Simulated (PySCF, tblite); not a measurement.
**C₂H₇FNSi₂ radical: geometry, infrared bands and EPR parameters**

Wanted: the infrared bands and EPR parameters of C₂H₇FNSi₂ radical (`[CH2][SiH2][Si@H](F)N=C`), by calculation.

Programs: tblite 0.8.0 and PySCF 2.14.0, with density-fitted response routines of our own. Each step states its level of theory. These are calculated values for one molecule in the gas phase, unless marked as measured. Atoms count from 0, in the outputs and in this text.

### 1 The starting structure

13 atoms, charge 0, multiplicity 2; geometry from: force field or distance geometry start.

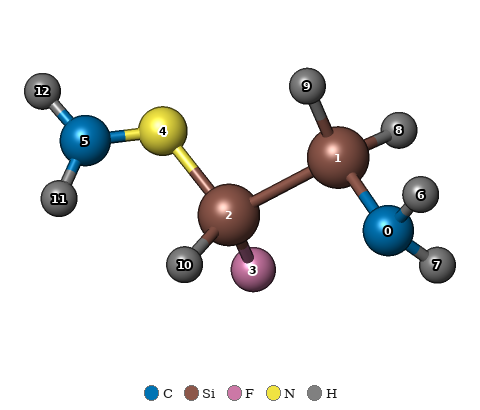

As it starts; carbon blue, silicon brown, fluorine pink, nitrogen yellow, hydrogen grey, atoms numbered.

### 2 Geometry optimisation with GFN2-xTB

What the job is given:

```
{"job": {"kind": "relax", "xc": "GFN2-xTB", "basis": "xTB"}, "charge": 0, "multiplicity": 2}
C      2.596200    -0.620800     0.539700
Si     1.389200     0.350100    -0.499900
Si    -0.623600    -0.606600    -0.495500
F     -0.786400    -1.801500    -1.674000
N     -1.772200     0.724900    -0.782500
C     -2.868400     0.724300    -0.126700
H      3.388900     0.074100     0.926000
H      3.130400    -1.351600    -0.100300
H      1.922600     0.478700    -1.859500
H      1.232100     1.691200     0.126100
H     -0.906900    -1.112500     0.853800
H     -3.110200    -0.066900     0.608900
H     -3.596000     1.517100    -0.256400
```

Started as:

```bash
OMP_NUM_THREADS=1 python probes_run.py task.json out
```

One launch serves the whole session: the jobs run in the order shown.

What it wrote:

```text
step      E/eV     max force
  0    -513.71949    2.549
  1    -513.90940    1.746
  2    -514.06037    1.284
  3    -514.14917    1.097
  4    -514.32153    1.495
  5    -514.36427    0.772
  6    -514.42672    0.602
  7    -514.45180    0.480
  8    -514.47121    0.393
  9    -514.48501    0.325
 10    -514.49902    0.447
 11    -514.51654    0.603
 12    -514.53779    0.490
 13    -514.55676    0.280
 14    -514.56740    0.313
 15    -514.57917    0.335
 16    -514.58960    0.317
 17    -514.59997    0.231
 18    -514.60738    0.212
 19    -514.61455    0.245
 20    -514.62258    0.273
 21    -514.62958    0.231
 22    -514.63490    0.162
 23    -514.63878    0.120
 24    -514.64129    0.107
 25    -514.64353    0.114
 26    -514.64584    0.116
 27    -514.64792    0.095
 28    -514.64985    0.105
 29    -514.65179    0.116
 30    -514.65402    0.169
 31    -514.65635    0.166
 32    -514.65814    0.116
 33    -514.65929    0.106
 34    -514.66032    0.110
 35    -514.66177    0.110
 36    -514.66374    0.144
 37    -514.66574    0.152
 38    -514.66764    0.144
 39    -514.66949    0.135
 40    -514.67122    0.093
 41    -514.67265    0.107
 42    -514.67409    0.119
 43    -514.67597    0.178
 44    -514.67839    0.191
 45    -514.68128    0.167
 46    -514.68349    0.317
 47    -514.68657    0.150
 48    -514.68898    0.151
 49    -514.69212    0.092
 50    -514.69298    0.112
 51    -514.69444    0.132
 52    -514.69589    0.141
 53    -514.69745    0.107
 54    -514.69867    0.119
 55    -514.69945    0.057
 56    -514.69986    0.056
 57    -514.70030    0.055
 58    -514.70079    0.063
 59    -514.70132    0.084
 60    -514.70172    0.054
 61    -514.70202    0.043
 62    -514.70231    0.041
 63    -514.70261    0.053
 64    -514.70287    0.055
 65    -514.70302    0.032
 66    -514.70311    0.025
 67    -514.70319    0.029
 68    -514.70330    0.039
 69    -514.70343    0.031
 70    -514.70358    0.034
 71    -514.70373    0.035
 72    -514.70389    0.044
 73    -514.70405    0.046
 74    -514.70420    0.037
 75    -514.70435    0.047
 76    -514.70454    0.053
 77    -514.70482    0.067
 78    -514.70513    0.063
 79    -514.70533    0.031
 80    -514.70541    0.020
 81    -514.70545    0.023
 82    -514.70550    0.026
 83    -514.70558    0.029
 84    -514.70566    0.018
 85    -514.70570    0.009
```

Wall time 0.44 s (1 thread of Arm Neoverse V2, shared host).

Step by step: (not every step is listed)

```
step  energy from step 0 (eV)  largest force (eV/Å)
   0                   0.0000                2.5491
   1                  -0.1899                1.7464
   2                  -0.3409                1.2837
   3                  -0.4297                1.0971
   4                  -0.6020                1.4948
   5                  -0.6448                0.7721
   6                  -0.7072                0.6015
   7                  -0.7323                0.4805
   8                  -0.7517                0.3934
  15                  -0.8597                0.3351
  22                  -0.9154                0.1615
  29                  -0.9323                0.1162
  36                  -0.9443                0.1435
  43                  -0.9565                0.1776
  50                  -0.9735                0.1115
  57                  -0.9808                0.0546
  64                  -0.9834                0.0545
  71                  -0.9842                0.0347
  78                  -0.9856                0.0630
  80                  -0.9859                0.0202
  81                  -0.9860                0.0233
  82                  -0.9860                0.0262
  83                  -0.9861                0.0291
  84                  -0.9862                0.0185
  85                  -0.9862                0.0092
```

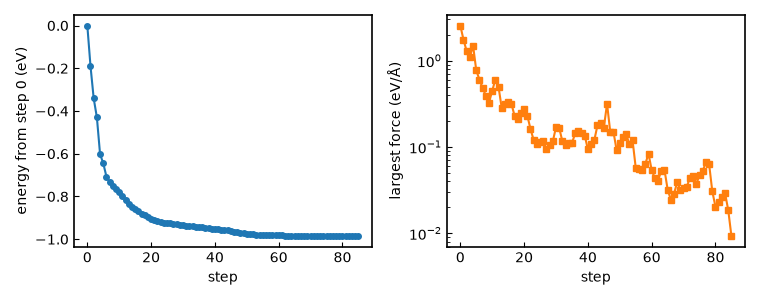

Energy and force, step by step.

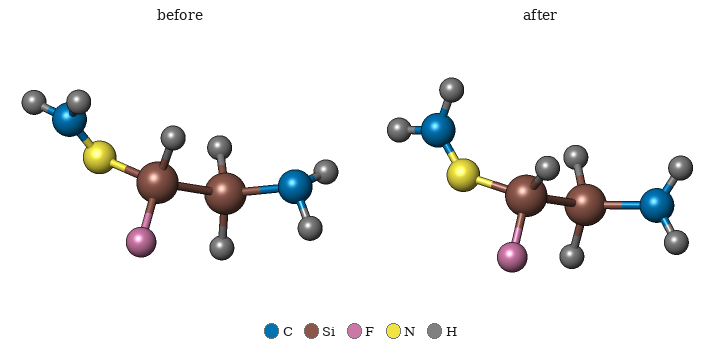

The geometry before (left) and after (right).

Close pairs (by a distance rule), those that changed most:

```
   bond  before (Å)  after (Å)  change (Å)
Si1–Si2       2.229      2.338      +0.109
 Si2–N4       1.782      1.707      -0.075
 Si2–F3       1.686      1.612      -0.074
  C0–H6       1.123      1.077      -0.046
 C0–Si1       1.866      1.820      -0.046
  C0–H7       1.109      1.077      -0.032
  N4–C5       1.277      1.251      -0.026
 Si1–H9       1.488      1.471      -0.017
```

The final coordinates are the input of the step that follows.

### 3 Infrared spectrum with GFN2-xTB

What the job is given:

```
{"job": {"kind": "ir", "xc": "GFN2-xTB", "basis": "xTB"}, "charge": 0, "multiplicity": 2}
C      2.685646    -0.394874     0.298094
Si     1.330978     0.480204    -0.545236
Si    -0.590251    -0.844217    -0.402811
F     -0.612127    -1.846156    -1.665940
N     -1.910445     0.181867    -0.745081
C     -2.740717     0.850882    -0.090819
H      2.871030    -0.301890     1.354640
H      3.259969    -1.167843    -0.183359
H      1.637911     0.714882    -1.960425
H      1.043512     1.767805     0.106284
H     -0.708649    -1.772669     0.717000
H     -2.866892     0.800155     0.993670
H     -3.404351     1.532340    -0.616240
```

What it wrote:

```text
mode    cm-1     km/mol
  1      10.2      0.56
  2      75.0      1.30
  3     115.0      7.89
  4     134.5      5.22
  5     141.4      8.23
  6     174.9      2.38
  7     193.5      5.95
  8     290.3     27.45
  9     388.0     10.80
 10     412.6     34.59
 11     437.6      0.60
 12     532.7    125.20
 13     555.3      5.15
 14     613.7    356.16
 15     628.0      5.21
 16     681.5     91.93
 17     735.8     51.40
 18     770.8    174.14
 19     774.0     78.94
 20     825.6    178.23
 21     890.0     58.90
 22     974.1     13.50
 23    1136.8      9.33
 24    1399.0      0.99
 25    1449.9      5.55
 26    1716.5     47.64
 27    2175.2    318.78
 28    2213.6    225.46
 29    2256.8    343.91
 30    2883.3     80.53
 31    2980.0     28.50
 32    3085.0      5.45
 33    3121.1     25.44
```

It took 0.33 s on 1 thread of Arm Neoverse V2, shared host.

The strongest bands and the atoms that carry them (share of the mass-weighted mode):

```
cm⁻¹  km/mol                                atoms
 533   125.2            H7 36 %, H6 34 %, C0 22 %
 614   356.2           H10 34 %, H9 25 %, H8 17 %
 682    91.9                             H10 89 %
 771   174.1  H9 29 %, H8 27 %, Si2 14 %, N4 11 %
 826   178.2                    Si2 48 %, F3 38 %
2175   318.8                              H9 97 %
2214   225.5                              H8 95 %
2257   343.9                             H10 95 %
```

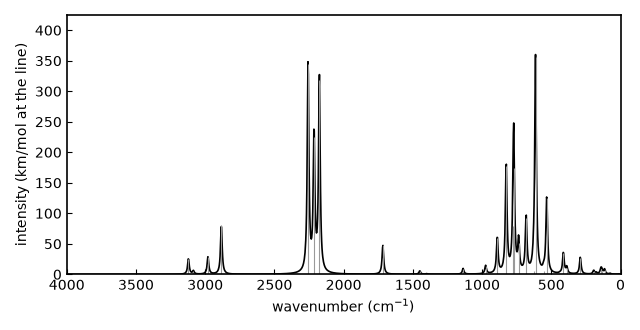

The infrared spectrum from these modes, unscaled. Lines are broadened to a width of 14 cm⁻¹ (Lorentzian).

### 4 EPR parameters: B3LYP/pcH-1

The job, as its differences from that of step 3:

```diff
@@ -1,2 +1,2 @@
-{"job": {"kind": "ir", "xc": "GFN2-xTB", "basis": "xTB"}, "charge": 0, "multiplicity": 2}
+{"job": {"kind": "epr", "basis": "pcH-1"}, "charge": 0, "multiplicity": 2}
 C      2.685646    -0.394874     0.298094
```

With the program's defaults for keys left out, this is: UKS B3LYP, pcH-1 on C F H N Si, non-relativistic, mean-field spin-orbit, GIAO.

What it wrote:

```text
UKS, coarse grid
  cycle   1  E = -813.92766678  |g| = 5.34e-01
  cycle   2  E = -813.73850660  |g| = 9.08e-01
  cycle   3  E = -814.03156815  |g| = 8.87e-02
  cycle   4  E = -814.03367415  |g| = 5.90e-02
  cycle   5  E = -814.03527691  |g| = 1.69e-02
  cycle   6  E = -814.03537997  |g| = 4.93e-03
  cycle   7  E = -814.03539546  |g| = 1.04e-03
  cycle   8  E = -814.03539719  |g| = 3.76e-04
UKS, final grid
  cycle   1  E = -814.03539469  |g| = 4.38e-04
  cycle   2  E = -814.03539462  |g| = 6.00e-04
  cycle   3  E = -814.03539478  |g| = 6.60e-05
  cycle   4  E = -814.03539478  |g| = 2.98e-05
E = -814.03539478 Eh   <S^2> = 0.7540 (exact 0.7500)
g shifts (ppm)      1          2          3
  rmc          -133       -133       -133
  gc              7         27         17
  oz_so         -35        444        781
  total        -160        338        666
hyperfine (MHz)  atom isotope    a_iso     a_fc   dipolar eigenvalues
    0   13C      82.40      82.48    -74.57    -74.03    148.61
    1  29Si      48.86      48.95     -2.57      0.41      2.16
    2  29Si    -112.77    -112.87    -15.66      7.46      8.20
    3   19F       9.15       9.07     -9.88     -8.66     18.54
    4   14N       3.48       3.49     -1.04     -0.19      1.23
    5   13C       2.15       2.15     -1.67     -1.30      2.97
    6    1H     -56.55     -56.57    -36.03     -0.80     36.83
    7    1H     -56.58     -56.60    -36.02     -0.81     36.83
    8    1H      33.48      33.48     -3.00     -2.23      5.23
    9    1H      27.37      27.37     -2.98     -2.31      5.29
   10    1H      -0.34      -0.34     -2.09     -1.17      3.26
   11    1H      -0.84      -0.84     -0.78      0.08      0.70
   12    1H       0.34       0.34     -0.95     -0.43      1.38
```

Wall time 52 s (1 thread of Arm Neoverse V2, shared host); peak memory 0.89 GiB.

Principal g values 2.00216, 2.00266, 2.00299; g(iso) = 2.00260, against 2.00232 for a free electron.

Mean a(iso) over the nuclei that a row names, and the largest dipolar term of the row (other rows stand at the frozen geometry):

```
nuclei  isotope  a(iso) (MHz)  a(iso) (G, at g = 2.0023)  largest dipolar term (MHz)
   Si2     29Si        -112.8                      -40.2                       -15.7
    C0      13C          82.4                       29.4                       148.6
H6, H7       1H         -56.6                      -20.2                        36.8
   Si1     29Si          48.9                       17.4                        -2.6
    H8       1H          33.5                       11.9                         5.2
    H9       1H          27.4                        9.8                         5.3
    F3      19F           9.2                        3.3                        18.5
    N4      14N           3.5                        1.2                         1.2
    C5      13C           2.2                        0.8                         3.0
   H11       1H          -0.8                       -0.3                        -0.8
   H10       1H          -0.3                       -0.1                         3.3
   H12       1H           0.3                        0.1                         1.4
```

Mulliken spin populations:

C0 1.02; Si1 -0.06; Si2 0.07; F3 0.00; N4 0.00; C5 0.02; H6 -0.04; H7 -0.04; H8 0.02; H9 0.02; H10 0.00; H11 0.00; H12 0.00

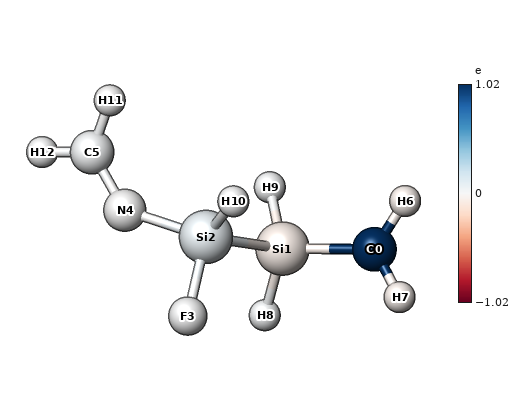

Mulliken spin populations, as colours on the atoms.

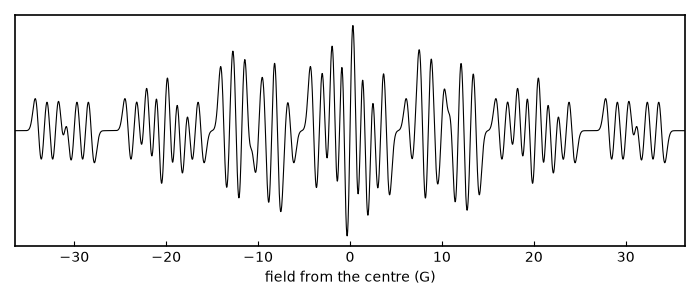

First-order isotropic spectrum (first derivative, main isotopes with spin only, couplings over 0.8 MHz, Gaussian width 0.3 G; couplings of the frozen geometry, rotation of groups not averaged beyond the rows shown).

The fields below are evaluated on a grid from the run's orbitals.

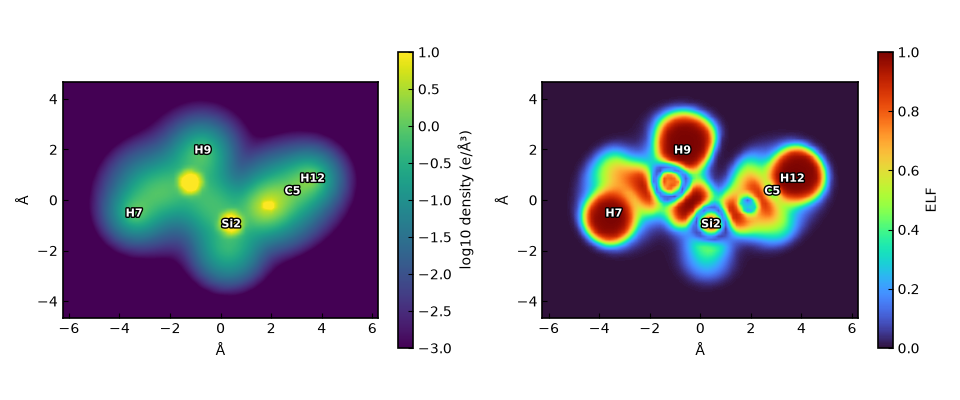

Density (left) and ELF (right) in a plane through or near 5 of the atoms.

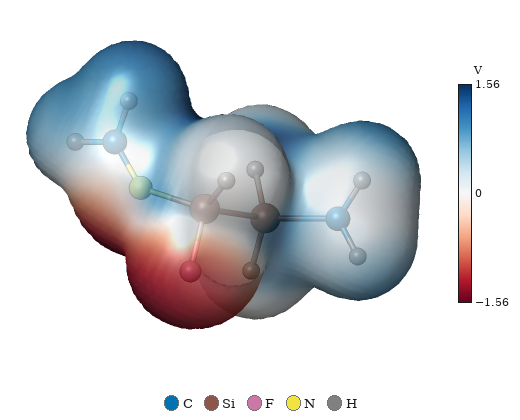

Electrostatic potential on the surface of density 0.002 e/bohr³; red is low, blue high. It runs from -1.42 V near N4 to 1.56 V near H10.

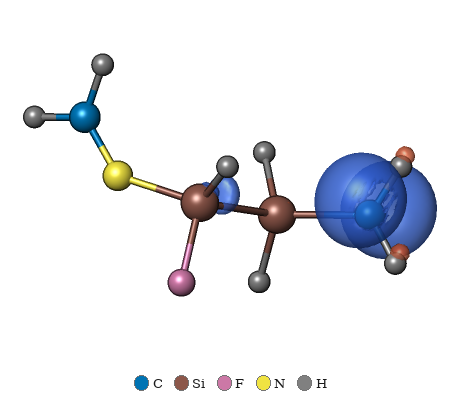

Spin density at ±0.04 e/Å³ (alpha excess blue, beta excess red).

### 5 Results

```
                                 quantity                    value
strongest single infrared mode (GFN2-xTB)     614 cm⁻¹, 356 km/mol
             zero-point energy (GFN2-xTB)            49.7 kcal/mol
                           g(iso) (B3LYP)                  2.00260
                                     ⟨S²⟩       0.754 (exact 0.75)
       largest a(iso) (averaged by class)  29Si on Si2, -112.8 MHz
    surface potential, least and greatest       -1.42 V and 1.56 V
```

Relaxing lowered the energy by 0.986 eV in 85 steps; the close pair that moved most is Si1–Si2, from 2.229 to 2.338 Å. All 33 modes are real, so the xTB geometry is a minimum. The strongest single mode, at 614 cm⁻¹, is carried by H10, H9, H8. GFN2-xTB is a fitted tight-binding method: band positions and strengths are rough. Its intensities can rank the bands wrongly. C0 carries the largest spin population, 1.02 e. The isotropic g lies 0.3 ppt above the free-electron value.
